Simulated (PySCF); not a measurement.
**C₅H₁₀OSi: runs on many settings, part 1 of 2**

Aim: see how C₅H₁₀OSi (`C=CO[SiH2]C(=C)C`) answers to the choice of functional, basis, grid and SCF options.

The runs use PySCF 2.14.0, with density-fitted response routines of our own; the level of theory stands in each step. All values are computed, except where a source is named. Atoms are numbered from 0 throughout.

## 1. The starting structure

17 atoms, charge 0, multiplicity 1; geometry from: GFN2-xTB.

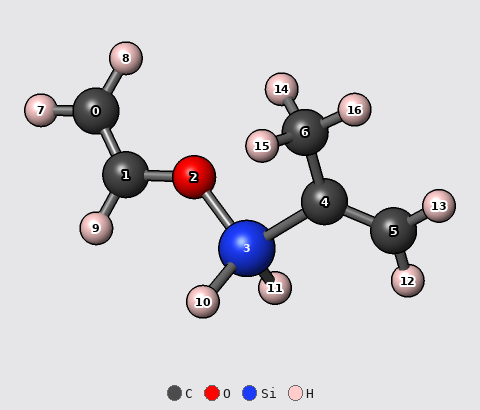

The starting geometry (carbon dark grey, oxygen red, silicon blue, hydrogen pink), atoms numbered.

## 2. NMR shieldings: PBE0/6-31G

What the job is given:

```
{"job": {"kind": "nmr", "xc": "PBE0", "basis": "6-31G", "pop": true, "grid": 4}, "charge": 0, "multiplicity": 1}
C      3.321673     0.418364     0.816945
C      2.447279    -0.061996    -0.049726
O      1.128012    -0.109907     0.209896
Si    -0.098932    -0.823194    -0.591635
C     -1.619152    -0.161311     0.301351
C     -2.718210    -0.895671     0.398898
C     -1.559122     1.228716     0.858543
H      4.368293     0.458235     0.582958
H      3.009746     0.780733     1.780316
H      2.747574    -0.435337    -1.022211
H     -0.077817    -0.428069    -2.007610
H      0.022360    -2.280881    -0.501048
H     -2.769758    -1.892226    -0.005392
H     -3.612923    -0.535912     0.885010
H     -0.727049     1.314214     1.554975
H     -1.386672     1.944992     0.055967
H     -2.482299     1.491280     1.372315
```

With the program's defaults for keys left out, this is: GIAO PBE0/6-31G NMR shielding, non-relativistic, gas phase.

Launch:

```console
> OMP_NUM_THREADS=1 python probes_run.py task.json out
```

One launch serves the whole session: the jobs run in the order shown.

Log:

```text
coarse grid: 14344 points
cycle   1  E = -560.6243977544  dE =  9.317e-01  |g| = 6.701e-01  |ddm| = 3.756e+00
cycle   2  E = -560.5348189977  dE =  8.958e-02  |g| = 9.560e-01  |ddm| = 1.734e+00
cycle   3  E = -560.7240339716  dE = -1.892e-01  |g| = 1.173e-01  |ddm| = 1.101e+00
cycle   4  E = -560.7268483827  dE = -2.814e-03  |g| = 3.921e-02  |ddm| = 1.506e-01
cycle   5  E = -560.7271777721  dE = -3.294e-04  |g| = 1.822e-02  |ddm| = 5.165e-02
cycle   6  E = -560.7272678821  dE = -9.011e-05  |g| = 1.244e-03  |ddm| = 1.797e-02
cycle   7  E = -560.7272683485  dE = -4.664e-07  |g| = 5.237e-04  |ddm| = 2.540e-03
final grid: 357304 points
cycle   8  E = -560.6587099321  dE = -1.312e-05  |g| = 9.382e-03  |ddm| = 1.854e-02
cycle   9  E = -560.6586944105  dE =  1.552e-05  |g| = 1.286e-02  |ddm| = 2.058e-02
cycle  10  E = -560.6587307214  dE = -3.631e-05  |g| = 2.005e-03  |ddm| = 1.276e-02
cycle  11  E = -560.6587316833  dE = -9.619e-07  |g| = 1.880e-04  |ddm| = 2.136e-03
cycle  12  E = -560.6587316907  dE = -7.450e-09  |g| = 8.672e-05  |ddm| = 2.369e-04
cycle  13  E = -560.6587316926  dE = -1.876e-09  |g| = 2.536e-05  |ddm| = 1.067e-04
cycle  14  E = -560.6587316928  dE = -1.944e-10  |g| = 8.226e-06  |ddm| = 3.828e-05
converged SCF energy = -560.6587316928

GIAO shielding tensors (ppm)
atom      isotropic    diamagn.    paramagn.     s11        s22        s33       span
  0 C      105.328     258.164    -152.835     11.245    129.467    175.274    164.029
  1 C       60.692     248.306    -187.614    -38.575     92.791    127.859    166.434
  2 O      254.236     410.632    -156.395    147.730    284.841    330.137    182.407
  3 Si     436.171     883.128    -446.957    383.297    418.097    507.119    123.822
  4 C       62.300     257.724    -195.424    -39.648     48.739    177.810    217.458
  5 C       76.426     256.138    -179.711    -28.669     92.345    165.603    194.272
  6 C      175.716     248.015     -72.299    161.967    167.140    198.039     36.072
  7 H       28.332      28.666      -0.334     26.243     27.505     31.248      5.006
  8 H       27.964      32.566      -4.601     25.120     26.290     32.483      7.363
  9 H       26.273      28.034      -1.761     22.994     26.560     29.266      6.272
 10 H       27.515      30.972      -3.457     23.852     25.870     32.822      8.970
 11 H       27.673      31.462      -3.788     23.715     26.156     33.149      9.435
 12 H       27.178      31.625      -4.447     24.222     25.594     31.717      7.495
 13 H       26.759      30.911      -4.152     23.566     26.243     30.468      6.901
 14 H       30.160      30.713      -0.553     24.697     30.650     35.133     10.437
 15 H       30.795      30.551       0.243     26.757     29.512     36.115      9.358
 16 H       31.047      31.594      -0.546     27.176     29.561     36.406      9.230
```

Run time: 30 s. Hardware: 1 thread of Arm Neoverse V1, shared host; peak memory 0.55 GiB.

Shifts follow as δ = σ(reference) − σ, with reference shieldings (ppm) from runs at the same level and on the same kind of geometry: ¹H TMS 33.07, ¹³C TMS 201.7, ²⁹Si TMS 442.0, ¹⁷O H2O 321.1. The references are single molecules in the gas phase, so shifts against H2O, NH3, PH3, H3PO4 or CFCl3 are not on the usual liquid scales and can be off by tens of ppm. Atoms listed in one row are averaged.

| atoms | environment | σ (ppm) | δ (ppm) |
| --- | --- | --- | --- |
| C1 | alkene carbon bearing oxygen | 60.7 | 141.0 |
| C4 | fully substituted alkene carbon | 62.3 | 139.4 |
| C5 | terminal =CH2 carbon | 76.4 | 125.3 |
| C0 | β carbon of an enol-ether or enamine type C=C | 105.3 | 96.4 |
| C6 | allylic methyl carbon | 175.7 | 26.0 |
| H9 | hydrogen on an alkene carbon bearing oxygen | 26.27 | 6.80 |
| H13 | hydrogen on a terminal =CH2 carbon | 26.76 | 6.31 |
| H12 | hydrogen on a terminal =CH2 carbon | 27.18 | 5.89 |
| H10, H11 | hydrogen on a silicon bonded to C, O | 27.59 | 5.48 |
| H8 | hydrogen on a β carbon of an enol-ether or enamine type C=C | 27.96 | 5.11 |
| H7 | hydrogen on a β carbon of an enol-ether or enamine type C=C | 28.33 | 4.74 |
| H14, H15, H16 | hydrogen on an allylic methyl carbon | 30.67 | 2.40 |
| O2 | oxygen bonded to C, Si | 254.2 | 66.8 |
| Si3 | silicon bonded to C, O, 2 H | 436.2 | 5.8 |

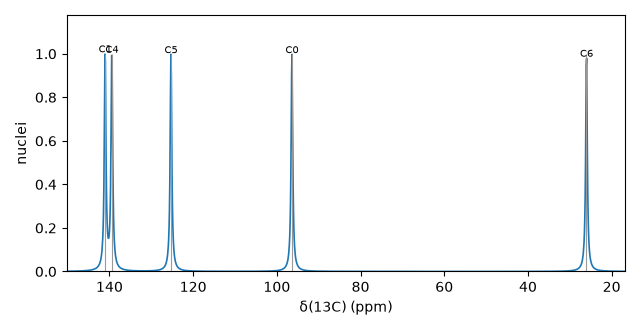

¹³C lines at the computed shifts, without couplings. Lines are broadened to a width of 0.46 ppm (Lorentzian).

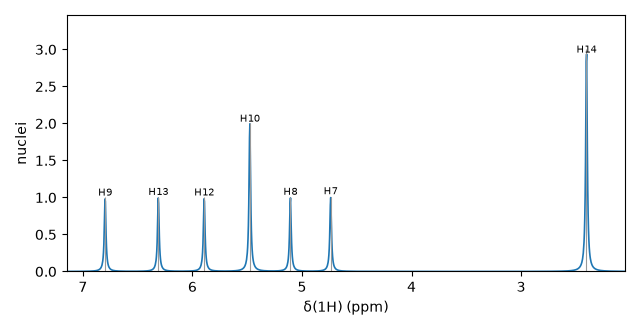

¹H lines at the computed shifts, without couplings. Lines are broadened to a width of 0.02 ppm (Lorentzian).

Charges from the same density, by scheme (e):

| atoms | Mulliken | IAO | Hirshfeld | ESP fit |
| --- | --- | --- | --- | --- |
| C0 | -0.39 | -0.38 | -0.14 | -0.60 |
| C1 | 0.18 | 0.04 | 0.03 | 0.13 |
| O2 | -0.76 | -0.55 | -0.23 | -0.36 |
| Si3 | 0.94 | 0.85 | 0.39 | 0.57 |
| C4 | -0.20 | -0.22 | -0.08 | 0.04 |
| C5 | -0.34 | -0.31 | -0.10 | -0.49 |
| C6 | -0.53 | -0.44 | -0.10 | -0.39 |

IAO charges:

C0 -0.38; C1 0.04; O2 -0.55; Si3 0.85; C4 -0.22; C5 -0.31; C6 -0.44; H7 0.16; H8 0.16; H9 0.13; H10 -0.12; H11 -0.11; H12 0.15; H13 0.15; H14 0.17; H15 0.16; H16 0.15

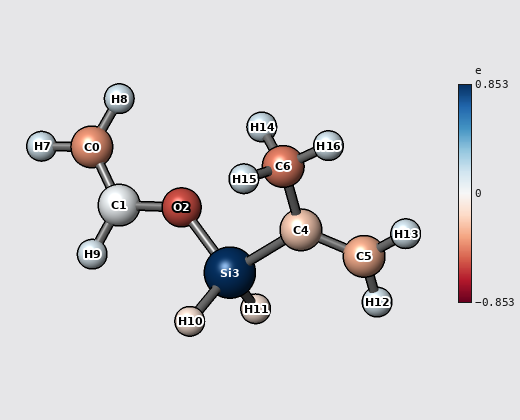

IAO charges, as colours on the atoms.

Mayer bond orders: C0–C1 1.93, C1–O2 0.88, O2–Si3 0.68, Si3–C4 0.86, C4–C5 1.90, C4–C6 0.98.

The fields below are evaluated on a grid from the run's orbitals.

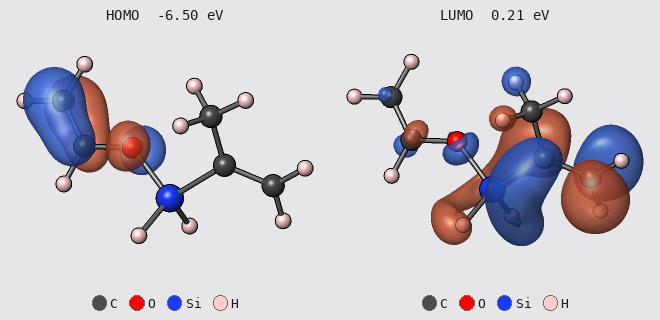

PBE0/6-31G orbitals near the gap, drawn at the value that encloses 70 % of each; the two colours are the two signs.

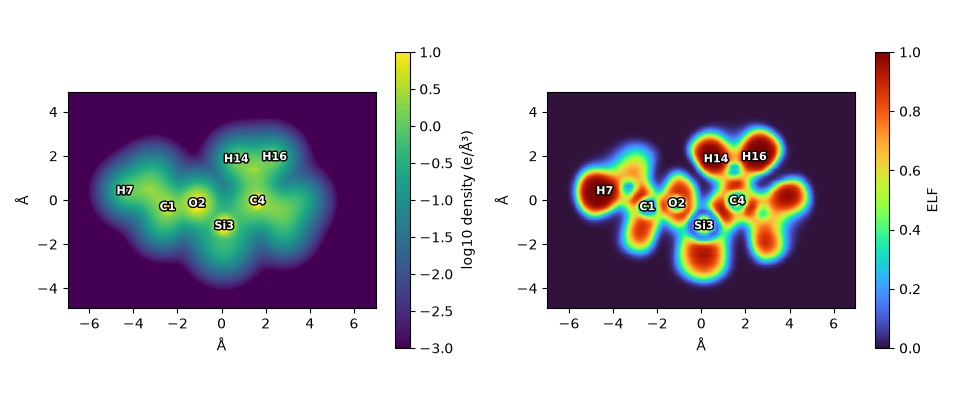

Density (left) and ELF (right) in a plane through or near 7 of the atoms.

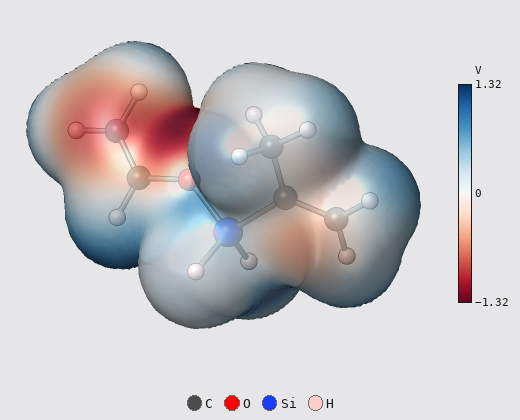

The potential that a unit positive charge feels on the 0.002 e/bohr³ surface, from -1.32 V near O2 to 1.22 V near H9.

## 3. NMR shieldings: B97-2/6-31G

Same as in step 2 but for these lines:

```diff
@@ -1,2 +1,2 @@
-{"job": {"kind": "nmr", "xc": "PBE0", "basis": "6-31G", "pop": true, "grid": 4}, "charge": 0, "multiplicity": 1}
+{"job": {"kind": "nmr", "xc": "B97-2", "basis": "6-31G", "pop": false, "scf": {"damp": 0.2, "aux": "def2-qzvpp-jkfit"}}, "charge": 0, "multiplicity": 1}
 C      3.321673     0.418364     0.816945
```

Level: GIAO B97-2/6-31G NMR shielding, non-relativistic, gas phase.

Log:

```text
damping 0.20 in the first 6 cycles
final grid: 132896 points
cycle   1  E = -560.9133869440  dE =  8.952e-01  |g| = 6.965e-01  |ddm| = 3.766e+00
cycle   2  E = -560.9281224402  dE = -1.474e-02  |g| = 6.787e-01  |ddm| = 1.390e+00
cycle   3  E = -560.9318062365  dE = -3.684e-03  |g| = 6.852e-01  |ddm| = 1.275e+00
cycle   4  E = -560.9025698742  dE =  2.924e-02  |g| = 7.846e-01  |ddm| = 1.377e+00
cycle   5  E = -560.8801994961  dE =  2.237e-02  |g| = 8.590e-01  |ddm| = 1.528e+00
cycle   6  E = -560.3740498866  dE =  5.061e-01  |g| = 1.745e+00  |ddm| = 2.723e+00
cycle   7  E = -559.5328427803  dE =  8.412e-01  |g| = 2.589e+00  |ddm| = 3.939e+00
cycle   8  E = -561.0014361466  dE = -1.469e+00  |g| = 2.988e-01  |ddm| = 2.237e+00
cycle   9  E = -560.9985101173  dE =  2.926e-03  |g| = 2.986e-01  |ddm| = 5.204e-01
cycle  10  E = -561.0234814811  dE = -2.497e-02  |g| = 1.285e-02  |ddm| = 2.883e-01
cycle  11  E = -561.0234984394  dE = -1.696e-05  |g| = 9.416e-03  |ddm| = 2.278e-02
cycle  12  E = -561.0235211786  dE = -2.274e-05  |g| = 2.504e-03  |ddm| = 1.013e-02
cycle  13  E = -561.0235226639  dE = -1.485e-06  |g| = 6.985e-04  |ddm| = 2.462e-03
cycle  14  E = -561.0235227840  dE = -1.201e-07  |g| = 1.109e-04  |ddm| = 1.020e-03
cycle  15  E = -561.0235227870  dE = -2.972e-09  |g| = 2.747e-05  |ddm| = 1.654e-04
cycle  16  E = -561.0235227872  dE = -2.188e-10  |g| = 4.973e-06  |ddm| = 3.694e-05
converged SCF energy = -561.0235227872

GIAO shielding tensors (ppm)
atom      isotropic    diamagn.    paramagn.     s11        s22        s33       span
  0 C      106.406     258.175    -151.770     14.705    130.021    174.490    159.784
  1 C       62.049     248.400    -186.351    -34.660     93.622    127.185    161.845
  2 O      253.787     410.986    -157.199    150.138    282.643    328.580    178.443
  3 Si     439.278     882.708    -443.430    389.153    421.792    506.891    117.738
  4 C       63.948     258.127    -194.179    -35.580     50.483    176.940    212.520
  5 C       78.074     256.177    -178.104    -24.904     94.181    164.944    189.847
  6 C      174.802     248.040     -73.238    161.262    166.381    196.765     35.503
  7 H       28.510      28.766      -0.257     26.456     27.662     31.411      4.955
  8 H       28.136      32.685      -4.549     25.341     26.450     32.616      7.275
  9 H       26.434      28.185      -1.751     23.154     26.739     29.409      6.255
 10 H       27.726      31.196      -3.471     24.084     26.083     33.010      8.927
 11 H       27.885      31.666      -3.781     23.948     26.366     33.342      9.394
 12 H       27.359      31.739      -4.380     24.452     25.773     31.854      7.402
 13 H       26.950      31.001      -4.051     23.813     26.409     30.627      6.814
 14 H       30.293      30.911      -0.618     24.882     30.799     35.197     10.315
 15 H       30.925      30.742       0.183     26.929     29.668     36.177      9.247
 16 H       31.171      31.677      -0.506     27.339     29.712     36.463      9.124
```

Run time: 11 s. Hardware: 1 thread of Arm Neoverse V1, shared host; peak memory 0.56 GiB.

In short: δ C1 138.7, C4 136.8, C5 122.7, C0 94.4, H9 6.75, H13 6.23 ppm.

(Continued in part 2 of 2.)
